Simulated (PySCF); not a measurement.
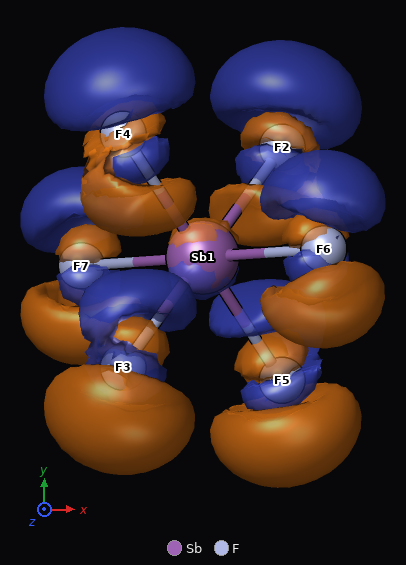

*[SbF6]- (F6Sb, charge −1). Change of the electron density in a uniform field of 0.15 V/Å, surfaces at ±0.001 e/Å³ (orange: gain, blue: loss).*

Level of theory: PBE/def2-SVPD (PySCF), at a geometry from GFN2-xTB. Core potentials replace the inner electrons of Sb; spin–orbit coupling isn't included. No frequency check shows the geometry to be a minimum. For an anion such functionals hold the outermost electrons too loosely, so the response is rough. GFN2-xTB bond lengths at metals and heavier atoms can be off by up to 0.1 Å and shapes distorted, which carries into these values.

> Along which Cartesian direction does the field point?

Along +y: electrons gather on the −y side, against the field.

> How large is the response?

The induced dipole is 0.38 D (along the field); α along this axis, from the fields in both directions, is 49 bohr³ (7.3 Å³).

> Which atoms gain and lose the most charge?

Electrons gather most on F3 and F5 alike (Hirshfeld charge changes by −0.007 e) and leave F2 and F4 alike most (+0.007 e); 0.035 electrons are displaced in all.

Run time: 32 s on 1 thread of Intel(R) Xeon(R) 6975P-C (Granite Rapids) (shared host), peak memory 0.61 GiB.
